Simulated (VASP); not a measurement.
# How smearing and k-mesh change a VASP run on Al2O3 (Corundum)

A convergence test on Al2O3 (Corundum): the smearing and k-mesh. The series runs use r2SCAN. The smearing tried: ISMEAR = 0, SIGMA = 0.01; ISMEAR = 0, SIGMA = 0.05; ISMEAR = 0, SIGMA = 0.1; ISMEAR = 0, SIGMA = 0.2; ISMEAR = 0, SIGMA = 0.5; ISMEAR = 2, SIGMA = 0.01; ISMEAR = 2, SIGMA = 0.05; ISMEAR = 2, SIGMA = 0.1; ISMEAR = 2, SIGMA = 0.2; ISMEAR = 2, SIGMA = 0.5; ISMEAR = -5. The k-mesh tried: 2 2 2; 3 3 3; 4 4 4; 5 5 5; 7 7 7; 8 8 8; 10 10 10. The start is a cell from a database of measured crystal structures.

Main program and level: VASP 6.6.1; r2SCAN; plane waves and PAW (Al, O).

## (1) Starting point

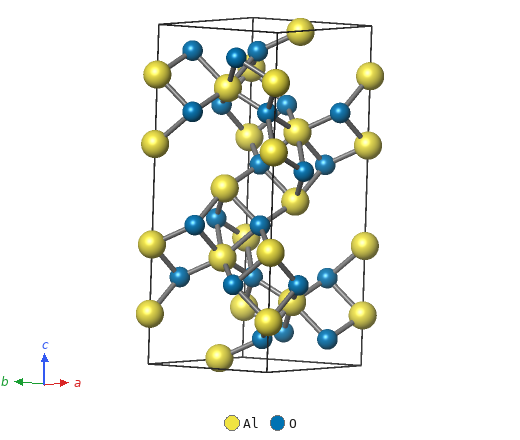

The starting structure, seen from a free direction (aluminium yellow, oxygen blue). This picture shows the conventional cell, with its axes. Some periodic images of atoms are drawn too.

## (2) Smearing: ISMEAR = 0, SIGMA = 0.01

With a gap, smearing should do nothing until its tail reaches across the gap. r2SCAN adds the kinetic-energy density, costs more than a GGA and is run with LASPH.

File INCAR:

```
SYSTEM = Al2O3
PREC = Accurate
ENCUT = 520
EDIFF = 1E-06
NELM = 100
ISMEAR = 0
SIGMA = 0.01
LREAL = .FALSE.
ALGO = Normal
METAGGA = R2SCAN
LASPH = .TRUE.
NBANDS = 34
LORBIT = 11
LWAVE = .FALSE.
LCHARG = .FALSE.
KPAR = 8
ISIF = 2
```

File POSCAR:

```
Al2O3
1.0
    2.3802500000      1.3742379782      4.3318666667
   -2.3802500000      1.3742379782      4.3318666667
    0.0000000000     -2.7484759565      4.3318666667
Al O
4 6
Direct
    0.3521600000      0.3521600000      0.3521600000
    0.1478400000      0.1478400000      0.1478400000
    0.6478400000      0.6478400000      0.6478400000
    0.8521600000      0.8521600000      0.8521600000
    0.5566800000      0.9433200000      0.2500000000
    0.2500000000      0.5566800000      0.9433200000
    0.9433200000      0.2500000000      0.5566800000
    0.4433200000      0.0566800000      0.7500000000
    0.7500000000      0.4433200000      0.0566800000
    0.0566800000      0.7500000000      0.4433200000
```

File KPOINTS:

```
Automatic mesh
0
Gamma
5 5 5
0 0 0
```

The projector-augmented-wave data sets are Al and O (PBE family, release 64).

Launch:

```
$ mpirun -np 8 vasp_std
```

Log:

```text
[banner, memory and clock lines left out]
running    8 mpi-ranks, on    1 nodes
 distrk:  each k-point on    1 cores,    8 groups
 distr:  one band on    1 cores,    1 groups

 POSCAR found type information on POSCAR AlO
 POSCAR found :  2 types and      10 ions
|                                                                             |
|           W    W    AA    RRRRR   N    N  II  N    N   GGGG   !!!           |
|           W    W   A  A   R    R  NN   N  II  NN   N  G    G  !!!           |
|           W    W  A    A  R    R  N N  N  II  N N  N  G       !!!           |
|           W WW W  AAAAAA  RRRRR   N  N N  II  N  N N  G  GGG   !            |
|           WW  WW  A    A  R   R   N   NN  II  N   NN  G    G                |
|           W    W  A    A  R    R  N    N  II  N    N   GGGG   !!!           |
|                                                                             |
|     For optimal performance we recommend to set                             |
|       NCORE = 2 up to number-of-cores-per-socket                            |
|     NCORE specifies how many cores store one orbital (NPAR=cpu/NCORE).      |
|     This setting can greatly improve the performance of VASP for DFT.       |
|     The default, NCORE=1 might be grossly inefficient on modern             |
|     multi-core architectures or massively parallel machines. Do your        |
|     Unfortunately you need to use the default for GW and RPA                |
|     calculations (for HF NCORE is supported but not extensively tested      |
|     yet).                                                                   |
|                                                                             |

|                                                                             |
|               ----> ADVICE to this user running VASP <----                  |
|                                                                             |
|     You enforced a specific xc type in the INCAR file but a different       |
|     [... a line on the potential file left out ...]
|     I HOPE YOU KNOW WHAT YOU ARE DOING!                                     |
|                                                                             |

 LDA part: xc-table for (None), standard interpolation
 POSCAR, INCAR and KPOINTS ok, starting setup
 FFT: planning ... GRIDC
 FFT: planning ... GRID_SOFT
 FFT: planning ... GRID
 WAVECAR not read
 entering main loop
       N       E                     dE             d eps       ncg     rms          rms(c)
DAV:   1     0.209830708586E+03    0.20983E+03   -0.26176E+04  1292   0.138E+03
DAV:   2    -0.104590774349E+03   -0.31442E+03   -0.30432E+03  1650   0.304E+02
DAV:   3    -0.117664913149E+03   -0.13074E+02   -0.13029E+02  1656   0.636E+01
DAV:   4    -0.117766579106E+03   -0.10167E+00   -0.10160E+00  1600   0.643E+00
DAV:   5    -0.117767839262E+03   -0.12602E-02   -0.12600E-02  1638   0.722E-01    0.177E+01
DAV:   6    -0.958575292355E+02    0.21910E+02   -0.18952E+01  1570   0.222E+01    0.719E+00
DAV:   7    -0.961956987371E+02   -0.33817E+00   -0.22475E+00  1614   0.808E+00    0.402E+00
DAV:   8    -0.962840915283E+02   -0.88393E-01   -0.24268E-01  1428   0.362E+00    0.870E-01
DAV:   9    -0.962702301769E+02    0.13861E-01   -0.13283E-01  1630   0.199E+00    0.449E-01
DAV:  10    -0.962685796924E+02    0.16505E-02   -0.85119E-03  1498   0.548E-01    0.807E-02
DAV:  11    -0.962685953741E+02   -0.15682E-04   -0.20360E-04  1574   0.100E-01    0.243E-02
DAV:  12    -0.962685824645E+02    0.12910E-04   -0.12203E-05  1574   0.191E-02    0.916E-03
DAV:  13    -0.962685804669E+02    0.19976E-05   -0.15290E-06  1030   0.785E-03    0.323E-03
DAV:  14    -0.962685812394E+02   -0.77251E-06   -0.94037E-07   808   0.535E-03
   1 F= -.96268581E+02 E0= -.96268581E+02  d E =-.154311E-28
```

Wall time 43 s (8 MPI ranks of Intel Xeon Platinum 8259CL at 2.50GHz (Skylake/Cascade Lake), shared host); peak memory 2.2 GiB; 5.4 min of CPU time.

Lines that name or quote the potential files are left out of all logs, and their timing lines are given in words.

From OUTCAR (step 2):

```text
ion  position               nearest neighbor table
   1  0.352  0.352  0.352-   9 1.85  10 1.85   8 1.85   7 1.97   5 1.97   6 1.97   2 2.66   3 2.79
                             3 2.79   3 2.79   2 3.22   2 3.22   2 3.22
   2  0.148  0.148  0.148-  10 1.85   9 1.85   8 1.85   6 1.97   5 1.97   7 1.97   1 2.66   4 2.79
                             4 2.79   4 2.79   1 3.22   1 3.22   1 3.22
   3  0.648  0.648  0.648-   6 1.85   7 1.85   5 1.85  10 1.97   8 1.97   9 1.97   4 2.66   1 2.79
                             1 2.79   1 2.79   4 3.22   4 3.22   4 3.22
   4  0.852  0.852  0.852-   7 1.85   6 1.85   5 1.85   9 1.97   8 1.97  10 1.97   3 2.66   2 2.79
                             2 2.79   2 2.79   3 3.22   3 3.22   3 3.22
   5  0.557  0.943  0.250-   3 1.85   4 1.85   1 1.97   2 1.97
   6  0.250  0.557  0.943-   3 1.85   4 1.85   2 1.97   1 1.97
   7  0.943  0.250  0.557-   4 1.85   3 1.85   1 1.97   2 1.97
   8  0.443  0.057  0.750-   1 1.85   2 1.85   3 1.97   4 1.97
   9  0.750  0.443  0.057-   1 1.85   2 1.85   4 1.97   3 1.97
  10  0.057  0.750  0.443-   2 1.85   1 1.85   3 1.97   4 1.97

  LATTYP: Found a trigonal (rhomboedric) cell.
 ALAT       =     5.1302230849
 COS(alpha) =     0.5694707703

 Subroutine GETGRP returns: Found 12 space group operations
 (whereof  6 operations were pure point group operations)

The static configuration has the point symmetry S_6 .
 The point group associated with its full space group is D_3d.

 Found     19 irreducible k-points:

   k-points           NKPTS =     19   k-points in BZ     NKDIM =     19   number of bands    NBANDS=     34

   dimension x,y,z NGX =    40 NGY =   40 NGZ =   40
   dimension x,y,z NGXF=    80 NGYF=   80 NGZF=   80

   ENCUT  =  520.0 eV  38.22 Ry    6.18 a.u.   9.54  9.54  9.54*2*pi/ulx,y,z

   NELECT =      48.0000    total number of electrons

 k-points in reciprocal lattice and weights: Automatic mesh
   0.00000000  0.00000000  0.00000000       0.008
   0.20000000 -0.00000000  0.00000000       0.048
   0.40000000 -0.00000000 -0.00000000       0.048
   0.20000000  0.20000000  0.00000000       0.048
   0.40000000  0.20000000 -0.00000000       0.096
  -0.40000000  0.20000000  0.00000000       0.096
  -0.20000000  0.20000000  0.00000000       0.048
   0.40000000  0.40000000 -0.00000000       0.048
  -0.40000000  0.40000000  0.00000000       0.048
[...]
0.40000000  0.40000000  0.40000000       0.016
  -0.40000000  0.40000000  0.40000000       0.048

 average (electrostatic) potential at core
       1 -74.4562       2 -74.4562       3 -74.4562       4 -74.4562       5 -70.7794
       6 -70.7794       7 -70.7794       8 -70.7794       9 -70.7794      10 -70.7794

 E-fermi :   5.8182

 k-point     1 :       0.0000    0.0000    0.0000
  band No.  band energies     occupation
    ...
     20       5.2143      2.00000
     21       5.2143      2.00000
     22       5.6843      2.00000
     23       5.6843      2.00000
     24       5.7431      2.00000
     25      12.8751      0.00000
     26      15.8533      0.00000
     27      17.6626      0.00000
     28      18.3181      0.00000
     29      18.3181      0.00000
    ...

 k-point     2 :       0.2000   -0.0000    0.0000
  band No.  band energies     occupation
    ...
     20       4.6427      2.00000
     21       4.9895      2.00000
     22       5.3321      2.00000
     23       5.6167      2.00000
     24       5.6603      2.00000
     25      13.7417      0.00000
     26      16.5739      0.00000
     27      17.0445      0.00000
     28      17.7501      0.00000
     29      17.9357      0.00000
    ...

 k-point     3 :       0.4000   -0.0000   -0.0000
  band No.  band energies     occupation
    ...
     20       4.3592      2.00000
     21       4.7592      2.00000
     22       5.0475      2.00000
     23       5.4525      2.00000
     24       5.4906      2.00000
     25      15.4109      0.00000
     26      16.4260      0.00000
     27      16.5726      0.00000
     28      16.9583      0.00000
     29      18.0550      0.00000
    ...

  Total       -0.3429374     -0.3429374     -0.4170069      0.0000000      0.0000000      0.0000000
  in kB       -6.4627084     -6.4627084     -7.8585605      0.0000000      0.0000000      0.0000000
  external PRESSURE =      -6.9279925 kB  Pullay stress =       0.0000000 kB

  energy-cutoff  :      520.00
  volume of cell :       85.02
      direct lattice vectors                 reciprocal lattice vectors
     2.380250000  1.374237978  4.331866667     0.210061968  0.121279334  0.076949121
    -2.380250000  1.374237978  4.331866667    -0.210061968  0.121279334  0.076949121
     0.000000000 -2.748475957  4.331866667     0.000000000 -0.242558668  0.076949121

 POSITION                                       TOTAL-FORCE (eV/Angst)
 -----------------------------------------------------------------------------------
      0.00000     -0.00000      4.57653         0.000000      0.000000     -0.079724
      0.00000     -0.00000      1.92127         0.000000     -0.000000      0.079724
      0.00000     -0.00000      8.41907         0.000000     -0.000000      0.079724
      0.00000     -0.00000     11.07433         0.000000      0.000000     -0.079724
     -0.92030      1.37424      7.58077        -0.057816      0.000000     -0.000000
     -0.72998     -1.48412      7.58077         0.028908     -0.050070     -0.000000
      1.65027      0.10988      7.58077         0.028908      0.050070     -0.000000
      0.92030     -1.37424      5.41483         0.057816      0.000000     -0.000000
      0.72998      1.48412      5.41483        -0.028908      0.050070     -0.000000
     -1.65027     -0.10988      5.41483        -0.028908     -0.050070     -0.000000
 -----------------------------------------------------------------------------------
    total drift:                               -0.000000      0.000000     -0.000000

  FREE ENERGIE OF THE ION-ELECTRON SYSTEM (eV)
  ---------------------------------------------------
  free  energy   TOTEN  =       -96.2685812394 eV

  energy  without entropy=      -96.2685812394  energy(sigma->0) =      -96.26858124

 total charge
# of ion       s       p       d       tot
------------------------------------------
    1        0.303   0.402   0.000   0.705
    2        0.303   0.402   0.000   0.705
    3        0.303   0.402   0.000   0.705
    4        0.303   0.402   0.000   0.705
    5        1.552   3.675   0.000   5.228
    6        1.552   3.675   0.000   5.228
    7        1.552   3.675   0.000   5.228
    8        1.552   3.675   0.000   5.228
    9        1.552   3.675   0.000   5.228
   10        1.552   3.675   0.000   5.228
--------------------------------------------------
tot         10.529  23.659   0.000  34.187

[... 3 further parts left out ...]
```

The gap is read on the k-mesh alone, so it is an upper bound where the band edges lie off the mesh. The PAW data sets were made with PBE, which is usual practice but a small mismatch for other functionals.

This step gave:

```
electronic cycles              : 14
electrons                      : 48
bands                          : 34
irreducible k-points           : 19
symmetry operations            : 12
free energy (TOTEN)            : -96.2686 eV
Fermi energy                   : 5.818 eV
pressure                       : -0.6928 GPa
metallic                       : no
valence top at k               : 0, 0, 0
conduction bottom at k         : 0, 0, 0
least direct gap at k          : 0, 0, 0
gap on the k-mesh              : 7.132 eV
least direct gap on the k-mesh : 7.132 eV
```

The series starts at -9.6269 eV an atom and -0.69 GPa, after 14 cycles in 43 s. The entropy term T·S comes to 0.00 meV an atom in size.

## (3) Smearing: ISMEAR = 0, SIGMA = 0.05

INCAR, as its differences from that of step 2:

```diff
@@ -6,3 +6,3 @@
 ISMEAR = 0
-SIGMA = 0.01
+SIGMA = 0.05
 LREAL = .FALSE.
```

POSCAR is that of step 2.

KPOINTS is that of step 2.

Launch:

```
$ mpirun -np 8 vasp_std
```

Log:

```text
[banner, memory and clock lines left out]
running    8 mpi-ranks, on    1 nodes
[...]
[... a notice as in an earlier step ...]

 [... a notice as in an earlier step ...]

 LDA part: xc-table for (None), standard interpolation
 POSCAR, INCAR and KPOINTS ok, starting setup
[...]
entering main loop
       N       E                     dE             d eps       ncg     rms          rms(c)
DAV:   1     0.209828470180E+03    0.20983E+03   -0.26176E+04  1292   0.138E+03
DAV:   2    -0.104590774349E+03   -0.31442E+03   -0.30438E+03  1650   0.304E+02
[... 6 cycles as in an earlier step ...]
DAV:   9    -0.962702301771E+02    0.13861E-01   -0.13283E-01  1630   0.199E+00    0.449E-01
DAV:  10    -0.962685796923E+02    0.16505E-02   -0.85119E-03  1498   0.548E-01    0.807E-02
DAV:  11    -0.962685953742E+02   -0.15682E-04   -0.20360E-04  1574   0.100E-01    0.243E-02
DAV:  12    -0.962685824646E+02    0.12910E-04   -0.12203E-05  1574   0.191E-02    0.916E-03
DAV:  13    -0.962685804669E+02    0.19977E-05   -0.15290E-06  1030   0.785E-03    0.323E-03
DAV:  14    -0.962685812394E+02   -0.77255E-06   -0.94035E-07   808   0.535E-03
   1 F= -.96268581E+02 E0= -.96268581E+02  d E =-.699192E-20
```

The job ended after 44 s (8 MPI ranks; peak memory 2.3 GiB; 5.4 min of CPU time).

OUTCAR, selected parts (step 3):

```text
  Total       -0.3429374     -0.3429374     -0.4170069      0.0000000      0.0000000      0.0000000
  in kB       -6.4627084     -6.4627084     -7.8585607      0.0000000      0.0000000      0.0000000
  external PRESSURE =      -6.9279925 kB  Pullay stress =       0.0000000 kB

 POSITION                                       TOTAL-FORCE (eV/Angst)
 -----------------------------------------------------------------------------------
      0.00000     -0.00000      4.57653         0.000000      0.000000     -0.079724
      0.00000     -0.00000      1.92127         0.000000     -0.000000      0.079724
      0.00000     -0.00000      8.41907         0.000000     -0.000000      0.079724
      0.00000     -0.00000     11.07433         0.000000      0.000000     -0.079724
     -0.92030      1.37424      7.58077        -0.057816     -0.000000     -0.000000
     -0.72998     -1.48412      7.58077         0.028908     -0.050070     -0.000000
      1.65027      0.10988      7.58077         0.028908      0.050070     -0.000000
      0.92030     -1.37424      5.41483         0.057816     -0.000000     -0.000000
      0.72998      1.48412      5.41483        -0.028908      0.050070     -0.000000
     -1.65027     -0.10988      5.41483        -0.028908     -0.050070     -0.000000
 -----------------------------------------------------------------------------------
    total drift:                               -0.000000      0.000000     -0.000000

[... 4 parts as in an earlier step ...]

[... 1 further part left out ...]
[key lines of the parts left out:]
E-fermi :   6.0514
```

Against the run before the energy at zero width stays within 0.01 meV an atom and the pressure within 0.01 GPa, after 14 cycles in 44 s. The entropy term T·S comes to 0.00 meV an atom in size.

## (4) Smearing: ISMEAR = 0, SIGMA = 0.1

INCAR, as its differences from that of step 3:

```diff
@@ -6,3 +6,3 @@
 ISMEAR = 0
-SIGMA = 0.05
+SIGMA = 0.1
 LREAL = .FALSE.
```

POSCAR is that of step 3.

KPOINTS is that of step 3.

Launch:

```
$ mpirun -np 8 vasp_std
```

Log:

```text
[... set-up lines as in an earlier step ...]
 entering main loop
       N       E                     dE             d eps       ncg     rms          rms(c)
DAV:   1     0.209825079746E+03    0.20983E+03   -0.26176E+04  1292   0.138E+03
DAV:   2    -0.104590774349E+03   -0.31442E+03   -0.30445E+03  1650   0.304E+02
[... 4 cycles as in an earlier step ...]
DAV:   7    -0.961956987372E+02   -0.33817E+00   -0.22475E+00  1614   0.808E+00    0.402E+00
[... 5 cycles as in an earlier step ...]
DAV:  13    -0.962685804670E+02    0.19976E-05   -0.15290E-06  1030   0.785E-03    0.323E-03
DAV:  14    -0.962685812395E+02   -0.77257E-06   -0.94036E-07   808   0.535E-03
   1 F= -.96268581E+02 E0= -.96268581E+02  d E =-.233175E-11
```

It took 44 s on 8 MPI ranks; peak memory 2.3 GiB; 5.4 min of CPU time.

Parts of OUTCAR (step 4):

```text
  Total       -0.3429374     -0.3429374     -0.4170070      0.0000000      0.0000000      0.0000000
  in kB       -6.4627085     -6.4627085     -7.8585611      0.0000000      0.0000000      0.0000000
  external PRESSURE =      -6.9279927 kB  Pullay stress =       0.0000000 kB

 POSITION                                       TOTAL-FORCE (eV/Angst)
 -----------------------------------------------------------------------------------
      0.00000     -0.00000      4.57653        -0.000000      0.000000     -0.079724
      0.00000     -0.00000      1.92127        -0.000000     -0.000000      0.079724
      0.00000     -0.00000      8.41907        -0.000000     -0.000000      0.079724
      0.00000     -0.00000     11.07433        -0.000000      0.000000     -0.079724
     -0.92030      1.37424      7.58077        -0.057816      0.000000     -0.000000
     -0.72998     -1.48412      7.58077         0.028908     -0.050070     -0.000000
      1.65027      0.10988      7.58077         0.028908      0.050070     -0.000000
      0.92030     -1.37424      5.41483         0.057816      0.000000     -0.000000
      0.72998      1.48412      5.41483        -0.028908      0.050070     -0.000000
     -1.65027     -0.10988      5.41483        -0.028908     -0.050070     -0.000000
 -----------------------------------------------------------------------------------
    total drift:                               -0.000000      0.000000     -0.000000

  FREE ENERGIE OF THE ION-ELECTRON SYSTEM (eV)
  ---------------------------------------------------
  free  energy   TOTEN  =       -96.2685812395 eV

  energy  without entropy=      -96.2685812395  energy(sigma->0) =      -96.26858124

[... 2 parts as in an earlier step ...]

[... 1 further part left out ...]
[key lines of the parts left out:]
E-fermi :   6.1801
```

Against the run before the energy at zero width stays within 0.01 meV an atom and the pressure within 0.01 GPa, after 14 cycles in 44 s. The entropy term T·S comes to 0.00 meV an atom in size.

[end of part 1 of 4]

[Lines on the potential files, build, host, timing and source positions are cut from VASP's logs without a mark.]

[Logs are printed without paths, hosts, clocks, repeated set-up lines and the standing remarks that a program may print on its own settings, such as how far it seeks lower states.]

[Hosts, paths, dates, database ids (printed as entryN), source tags and the programs' standing remarks are cut or masked in the printed files.]

[A measured line is paired with the nearest computed mode of its activity, which favours agreement.]
